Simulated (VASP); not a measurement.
# Which face does W expose?

Aim: compare the low-index faces of W at one level of theory.

Method: PBEsol; plane waves and PAW (W), in VASP 6.6.1.

### Step 1. The structure

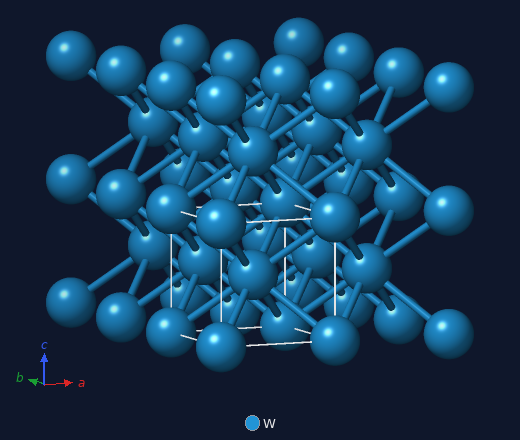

The starting structure, seen slightly off an axis (tungsten blue). 2×3×2 cells are drawn. This picture shows the conventional cell, with its axes. Some periodic images of atoms are drawn too.

### Step 2. The bulk reference, job relaxation, k-mesh 17×17×17

The bulk crystal is relaxed first, so that the slabs are cut at this functional's lattice.

The input, INCAR:

```
SYSTEM = W
PREC = Accurate
ENCUT = 420
EDIFF = 1E-06
NELM = 120
ISMEAR = 1
SIGMA = 0.15
LREAL = .FALSE.
ALGO = Normal
GGA = PS
NBANDS = 9
LORBIT = 11
LWAVE = .FALSE.
LCHARG = .FALSE.
KPAR = 4
IBRION = 2
NSW = 30
ISIF = 3
EDIFFG = -0.01
POTIM = 0.4
```

The input, POSCAR:

```
W
1.0
   -1.5800000000      1.5800000000      1.5800000000
    1.5800000000     -1.5800000000      1.5800000000
    1.5800000000      1.5800000000     -1.5800000000
W
1
Direct
    0.0000000000      0.0000000000      0.0000000000
```

The input, KPOINTS:

```
Automatic mesh
0
Gamma
17 17 17
0 0 0
```

Potentials, in the order of the species: W (PBE family, release 64).

Run with:

```console
$ mpirun -np 4 vasp_std
```

Output:

```text
[banner, memory and clock lines left out]
running    4 mpi-ranks, on    1 nodes
 distrk:  each k-point on    1 cores,    4 groups
 distr:  one band on    1 cores,    1 groups

 POSCAR found type information on POSCAR W
 POSCAR found :  1 types and       1 ions
|                                                                             |
|               ----> ADVICE to this user running VASP <----                  |
|                                                                             |
|     You enforced a specific xc type in the INCAR file but a different       |
|     [... a line on the potential file left out ...]
|     I HOPE YOU KNOW WHAT YOU ARE DOING!                                     |
|                                                                             |

 LDA part: xc-table for (Slater+PW92), standard interpolation
 POSCAR, INCAR and KPOINTS ok, starting setup
 FFT: planning ... GRIDC
 FFT: planning ... GRID_SOFT
 FFT: planning ... GRID
 WAVECAR not read
 entering main loop
       N       E                     dE             d eps       ncg     rms          rms(c)
DAV:   1     0.373396887334E+01    0.37340E+01   -0.26456E+03  2994   0.478E+02
DAV:   2    -0.142685803040E+02   -0.18003E+02   -0.17225E+02  3430   0.119E+02
DAV:   3    -0.146085952193E+02   -0.34001E+00   -0.33701E+00  3441   0.132E+01
DAV:   4    -0.146096054166E+02   -0.10102E-02   -0.10100E-02  3468   0.728E-01
DAV:   5    -0.146096075449E+02   -0.21283E-05   -0.21284E-05  3451   0.304E-02    0.214E+01
DAV:   6    -0.140832108683E+02    0.52640E+00   -0.39516E-01  3278   0.400E+00    0.105E+01
DAV:   7    -0.138812460237E+02    0.20196E+00   -0.45750E-01  3381   0.417E+00    0.304E-01
DAV:   8    -0.138792975533E+02    0.19485E-02   -0.23714E-03  3219   0.367E-01    0.150E-01
DAV:   9    -0.138790005382E+02    0.29702E-03   -0.21872E-04  3520   0.662E-02    0.218E-02
DAV:  10    -0.138790016981E+02   -0.11599E-05   -0.20235E-05  3504   0.316E-02    0.217E-02
DAV:  11    -0.138790011072E+02    0.59092E-06   -0.55011E-07  1806   0.755E-03
   1 F= -.13879001E+02 E0= -.13878882E+02  d E =-.138790E+02
 curvature:   0.00 expect dE= 0.000E+00 dE for cont linesearch  0.000E+00
 trial: gam= 0.00000 g(F)=  0.367E-64 g(S)=  0.274E-01 ort = 0.000E+00 (trialstep = 0.100E+01)
 search vector abs. value=  0.274E-01
 bond charge predicted
       N       E                     dE             d eps       ncg     rms          rms(c)
DAV:   1    -0.138731978597E+02    0.58038E-02   -0.10928E+00  2996   0.769E+00    0.335E+00
DAV:   2    -0.138585395861E+02    0.14658E-01   -0.13228E-02  3394   0.839E-01    0.150E+00
DAV:   3    -0.138542312340E+02    0.43084E-02   -0.10497E-02  3909   0.654E-01    0.321E-02
DAV:   4    -0.138542831114E+02   -0.51877E-04   -0.55691E-05  3276   0.518E-02    0.214E-02
DAV:   5    -0.138543421374E+02   -0.59026E-04   -0.84156E-05  3436   0.445E-02    0.534E-03
DAV:   6    -0.138543425228E+02   -0.38547E-06   -0.35239E-07  2958   0.502E-03
   2 F= -.13854343E+02 E0= -.13854230E+02  d E =0.246586E-01
 trial-energy change:    0.024659  1 .order    0.025512   -0.027401    0.078424
 step:   0.2684(harm=  0.2589)  dis= 0.00000  next Energy=   -13.882695 (dE=-0.369E-02)
 bond charge predicted
       N       E                     dE             d eps       ncg     rms          rms(c)
DAV:   1    -0.138928096896E+02   -0.38468E-01   -0.56780E-01  3005   0.540E+00    0.246E+00
DAV:   2    -0.138849407962E+02    0.78689E-02   -0.77533E-03  3356   0.667E-01    0.109E+00
DAV:   3    -0.138827256156E+02    0.22152E-02   -0.55275E-03  3833   0.465E-01    0.452E-02
DAV:   4    -0.138827397809E+02   -0.14165E-04   -0.24828E-05  3185   0.362E-02    0.353E-02
DAV:   5    -0.138827712596E+02   -0.31479E-04   -0.64089E-05  3350   0.377E-02    0.528E-03
DAV:   6    -0.138827714308E+02   -0.17115E-06   -0.23603E-07  2798   0.426E-03
   3 F= -.13882771E+02 E0= -.13882637E+02  d E =-.377032E-02
 curvature:  -0.13 expect dE=-0.654E-06 dE for cont linesearch -0.654E-06
 trial: gam=-0.01339 g(F)=  0.117E-64 g(S)=  0.505E-05 ort = 0.372E-03 (trialstep = 0.854E+00)
 search vector abs. value=  0.103E-08
 reached required accuracy - stopping structural energy minimisation
```

Run time: 8.4 s. Hardware: 4 MPI ranks of AMD EPYC 7R43, shared host; peak memory 0.43 GiB; 32 s of CPU time.

The logs omit lines about the potential files and the build; timing stands in the text.

From OUTCAR (step 2):

```text
ion  position               nearest neighbor table
   1  0.000  0.000  0.000-

  LATTYP: Found a body centered cubic cell.
 ALAT       =     3.1600000000

 Subroutine GETGRP returns: Found 48 space group operations
 (whereof 48 operations were pure point group operations)

The static configuration has the point symmetry O_h .

 Found    165 irreducible k-points:

   k-points           NKPTS =    165   k-points in BZ     NKDIM =    165   number of bands    NBANDS=      9

   dimension x,y,z NGX =    18 NGY =   18 NGZ =   18
   dimension x,y,z NGXF=    36 NGYF=   36 NGZF=   36

   ENCUT  =  420.0 eV  30.87 Ry    5.56 a.u.   4.57  4.57  4.57*2*pi/ulx,y,z

   NELECT =       6.0000    total number of electrons

 k-points in reciprocal lattice and weights: Automatic mesh
   0.00000000  0.00000000  0.00000000       0.000
   0.05882353  0.00000000  0.00000000       0.002
   0.11764706  0.00000000  0.00000000       0.002
   0.17647059  0.00000000  0.00000000       0.002
   0.23529412  0.00000000  0.00000000       0.002
   0.29411765  0.00000000  0.00000000       0.002
   0.35294118  0.00000000  0.00000000       0.002
   0.41176471  0.00000000  0.00000000       0.002
   0.47058824  0.00000000  0.00000000       0.002
[...]
-0.47058824 -0.47058824  0.41176471       0.002
  -0.47058824  0.47058824  0.47058824       0.001

 average (electrostatic) potential at core
       1 -37.4504

 E-fermi :   7.9139

 k-point     1 :       0.0000    0.0000    0.0000
  band No.  band energies     occupation
      1      -1.8756      2.00000
      2       6.5967      2.00000
      3       6.5967      2.00000
      4       6.5967      2.00000
      5      10.1229     -0.00000
      6      10.1229     -0.00000
      7      23.2116      0.00000
      8      23.2116      0.00000
      9      23.2116      0.00000

 k-point     2 :       0.0588    0.0000    0.0000
  band No.  band energies     occupation
      1      -1.7080      2.00000
      2       6.4924      2.00000
      3       6.5745      2.00000
      4       6.7642      2.00000
      5       9.9574     -0.00000
      6      10.1255     -0.00000
      7      23.3577      0.00000
      8      23.5041      0.00000
      9      23.6318      0.00000

 k-point     3 :       0.1176    0.0000    0.0000
  band No.  band energies     occupation
      1      -1.2251      2.00000
      2       6.2067      2.00000
      3       6.4729      2.00000
      4       7.2607      2.00000
      5       9.6179     -0.00000
      6      10.1421     -0.00000
      7      23.7102      0.00000
      8      24.3518      0.00000
      9      24.6751      0.00000

  Total       -0.0066038     -0.0066038     -0.0066038      0.0000000     -0.0000000      0.0000000
  in kB       -0.6808543     -0.6808543     -0.6808543      0.0000000     -0.0000000      0.0000000
  external PRESSURE =      -0.6808543 kB  Pullay stress =       0.0000000 kB

  energy-cutoff  :      420.00
  volume of cell :       15.54
      direct lattice vectors                 reciprocal lattice vectors
    -1.572037358  1.572037358  1.572037358     0.000000000  0.318058599  0.318058599
     1.572037358 -1.572037358  1.572037358     0.318058599  0.000000000  0.318058599
     1.572037358  1.572037358 -1.572037358     0.318058599  0.318058599  0.000000000

 POSITION                                       TOTAL-FORCE (eV/Angst)
 -----------------------------------------------------------------------------------
      0.00000      0.00000      0.00000         0.000000      0.000000      0.000000
 -----------------------------------------------------------------------------------
    total drift:                                0.000000     -0.000000      0.000000

  FREE ENERGIE OF THE ION-ELECTRON SYSTEM (eV)
  ---------------------------------------------------
  free  energy   TOTEN  =       -13.8827714308 eV

  energy  without entropy=      -13.8823687624  energy(sigma->0) =      -13.88263721

 reached required accuracy - stopping structural energy minimisation

 total charge
# of ion       s       p       d       tot
------------------------------------------
    1        0.680   0.740   4.224   5.644

[... 3 further parts left out ...]
```

CONTCAR:

```
W
   1.00000000000000
    -1.5720373575407856    1.5720373575407856    1.5720373575407856
     1.5720373575407856   -1.5720373575407856    1.5720373575407856
     1.5720373575407856    1.5720373575407856   -1.5720373575407856
  W
     1
Direct
     0.0000000000000000    0.0000000000000000    0.0000000000000000
```

The PAW data sets were made with PBE, which is usual practice but a small mismatch for other functionals. The data set W keeps the semicore shell frozen, which is cheaper and a little less accurate. The run keeps the 48 symmetry operations of its start, so it cannot find a distortion of lower symmetry.

Step by step:

```csv
step,energy less that of the first step (eV),largest force (eV/Å),pressure (GPa),volume (Å³)
1,0.0000,0.0000,-4.94,15.78
2,0.0247,0.0000,14.97,14.91
3,-0.0038,0.0000,-0.07,15.54
```

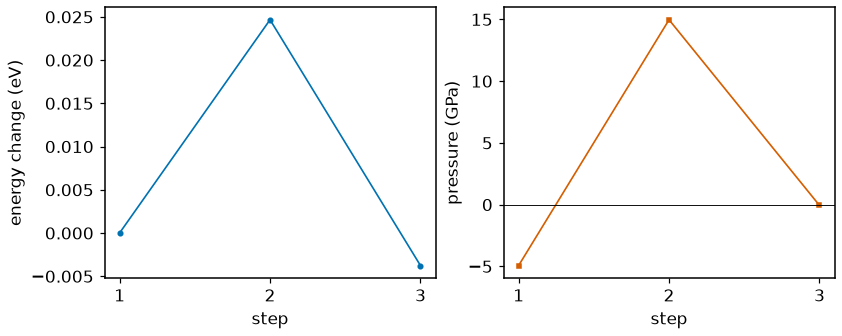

Energy and pressure along the relaxation.

```csv
"conventional cell, symmetrised",before,after,change
a (Å),3.160,3.144,-0.5 %
b (Å),3.160,3.144,-0.5 %
c (Å),3.160,3.144,-0.5 %
volume (Å³/atom),15.78,15.54,-1.5 %
```

Final coordinates:

```cif
data_structure
_symmetry_space_group_name_H-M 'P 1'
_symmetry_Int_Tables_number 1
_cell_length_a 2.7228
_cell_length_b 2.7228
_cell_length_c 2.7228
_cell_angle_alpha 109.471
_cell_angle_beta 109.471
_cell_angle_gamma 109.471
_cell_volume 15.54
loop_
_atom_site_label
_atom_site_type_symbol
_atom_site_fract_x
_atom_site_fract_y
_atom_site_fract_z
_atom_site_occupancy
W1 W 0.00000 0.00000 0.00000 1
```

This step gave:

- electronic cycles: 23
- electrons: 6
- free energy (TOTEN): -13.88 eV
- energy at zero smearing: -13.88 eV
- Fermi energy: 7.914 eV
- metallic: yes

The run ended after 3 ionic steps, 0.004 eV below its first step, once forces and stress met EDIFFG = -0.01.

Energy at zero smearing: -13.88264 eV.

### Step 3. The bulk reference, job self-consistent run, k-mesh 21×21×21

The input, INCAR:

```
SYSTEM = W
PREC = Normal
ENCUT = 320
EDIFF = 1E-06
NELM = 120
ISMEAR = 1
SIGMA = 0.15
LREAL = .FALSE.
ALGO = Fast
GGA = PS
NBANDS = 9
LORBIT = 11
LWAVE = .FALSE.
LCHARG = .FALSE.
KPAR = 4
```

The input, POSCAR:

```
W
1.0
   -1.5720373575      1.5720373575      1.5720373575
    1.5720373575     -1.5720373575      1.5720373575
    1.5720373575      1.5720373575     -1.5720373575
W
1
Direct
    0.0000000000      0.0000000000      0.0000000000
```

The input, KPOINTS:

```
Automatic mesh
0
Gamma
21 21 21
0 0 0
```

Run with:

```console
$ mpirun -np 4 vasp_std
```

Output:

```text
[banner, memory and clock lines left out]
running    4 mpi-ranks, on    1 nodes
 distrk:  each k-point on    1 cores,    4 groups
 distr:  one band on    1 cores,    1 groups

 POSCAR found type information on POSCAR W
 POSCAR found :  1 types and       1 ions
 [... a notice as in an earlier step ...]

 LDA part: xc-table for (Slater+PW92), standard interpolation
 POSCAR, INCAR and KPOINTS ok, starting setup
 FFT: planning ... GRIDC
 FFT: planning ... GRID_SOFT
 FFT: planning ... GRID
 WAVECAR not read
 entering main loop
       N       E                     dE             d eps       ncg     rms          rms(c)
DAV:   1    -0.117554144682E+01   -0.11755E+01   -0.22916E+03  5390   0.376E+02
DAV:   2    -0.143784243413E+02   -0.13203E+02   -0.12717E+02  5931   0.994E+01
DAV:   3    -0.145976965180E+02   -0.21927E+00   -0.21736E+00  6057   0.103E+01
DAV:   4    -0.145981565451E+02   -0.46003E-03   -0.45995E-03  5929   0.505E-01
DAV:   5    -0.145981575961E+02   -0.10510E-05   -0.10515E-05  6006   0.215E-02    0.229E+01
RMM:   6    -0.140803542296E+02    0.51780E+00   -0.19965E-01  5157   0.297E+00    0.110E+01
RMM:   7    -0.138779914813E+02    0.20236E+00   -0.29362E-01  5225   0.344E+00    0.303E-01
RMM:   8    -0.138779723226E+02    0.19159E-04   -0.15481E-02  5479   0.132E+00    0.787E-01
RMM:   9    -0.138781059865E+02   -0.13366E-03   -0.24886E-03  5626   0.342E-01    0.569E-01
RMM:  10    -0.138776115707E+02    0.49442E-03   -0.17467E-03  5302   0.318E-01    0.187E-01
RMM:  11    -0.138775943457E+02    0.17225E-04   -0.76143E-05  5698   0.997E-02    0.153E-01
RMM:  12    -0.138775985353E+02   -0.41896E-05   -0.13650E-05  5745   0.220E-02    0.104E-02
RMM:  13    -0.138775961784E+02    0.23569E-05   -0.37334E-06  5507   0.134E-02    0.164E-02
RMM:  14    -0.138775963132E+02   -0.13475E-06   -0.35887E-07  3416   0.506E-03
   1 F= -.13877596E+02 E0= -.13877394E+02  d E =-.607874E-03
```

Elapsed: 3.6 s, on 4 MPI ranks; peak memory 0.35 GiB; 12 s of CPU time.

From OUTCAR (step 3):

```text
  LATTYP: Found a body centered cubic cell.
 ALAT       =     3.1440747150

The static configuration has the point symmetry O_h .

 Found    286 irreducible k-points:

   k-points           NKPTS =    286   k-points in BZ     NKDIM =    286   number of bands    NBANDS=      9

   dimension x,y,z NGX =    12 NGY =   12 NGZ =   12
   dimension x,y,z NGXF=    24 NGYF=   24 NGZF=   24

   ENCUT  =  320.0 eV  23.52 Ry    4.85 a.u.   3.97  3.97  3.97*2*pi/ulx,y,z

   NELECT =       6.0000    total number of electrons

 E-fermi :   7.9667

 k-point     1 :       0.0000    0.0000    0.0000
  band No.  band energies     occupation
      1      -1.8768      2.00000
      2       6.5973      2.00000
      3       6.5973      2.00000
      4       6.5973      2.00000
      5      10.1207     -0.00000
      6      10.1207     -0.00000
      7      23.2133      0.00000
      8      23.2133      0.00000
      9      23.2133      0.00000

 k-point     2 :       0.0476    0.0000    0.0000
  band No.  band energies     occupation
      1      -1.7667      2.00000
      2       6.5285      2.00000
      3       6.5836      2.00000
      4       6.7072      2.00000
      5      10.0089     -0.00000
      6      10.1223     -0.00000
      7      23.3105      0.00000
      8      23.4056      0.00000
      9      23.4929      0.00000

  Total       -0.0793803     -0.0793803     -0.0793803      0.0000000     -0.0000000      0.0000000
  in kB       -8.1841750     -8.1841750     -8.1841750      0.0000000     -0.0000000      0.0000000
  external PRESSURE =      -8.1841750 kB  Pullay stress =       0.0000000 kB

  energy-cutoff  :      320.00
  volume of cell :       15.54
      direct lattice vectors                 reciprocal lattice vectors
    -1.572037357  1.572037357  1.572037357     0.000000000  0.318058599  0.318058599
     1.572037357 -1.572037357  1.572037357     0.318058599  0.000000000  0.318058599
     1.572037357  1.572037357 -1.572037357     0.318058599  0.318058599  0.000000000

 POSITION                                       TOTAL-FORCE (eV/Angst)
 -----------------------------------------------------------------------------------
      0.00000      0.00000      0.00000         0.000000      0.000000      0.000000
 -----------------------------------------------------------------------------------
    total drift:                               -0.000000     -0.000000      0.000000

  FREE ENERGIE OF THE ION-ELECTRON SYSTEM (eV)
  ---------------------------------------------------
  free  energy   TOTEN  =       -13.8775963132 eV

  energy  without entropy=      -13.8769884396  energy(sigma->0) =      -13.87739369

 total charge
# of ion       s       p       d       tot
------------------------------------------
    1        0.681   0.739   4.258   5.678

[... 2 parts as in an earlier step ...]

[... 6 further parts left out ...]
```

Numbers from this step:

```yaml
electronic_cycles: 14
fermi_energy: 7.967 eV
```

Energy at zero smearing: -13.87739 eV.

The run ends at a pressure of -0.82 GPa.

(Continued in part 2 of 5.)

[Lines on the potential files, build, host, timing and source positions are cut from VASP's logs without a mark.]

[Logs are printed without paths, hosts, clocks, repeated set-up lines and the standing remarks that a program may print on its own settings, such as how far it seeks lower states.]

[Hosts, paths, dates, database ids (printed as entryN), source tags and the programs' standing remarks are cut or masked in the printed files.]

[Runs that stopped without an error message from VASP are left out.]

[In band tables of VASP the shares of atoms and orbitals are scaled to a sum of 1 inside the atoms' spheres.]
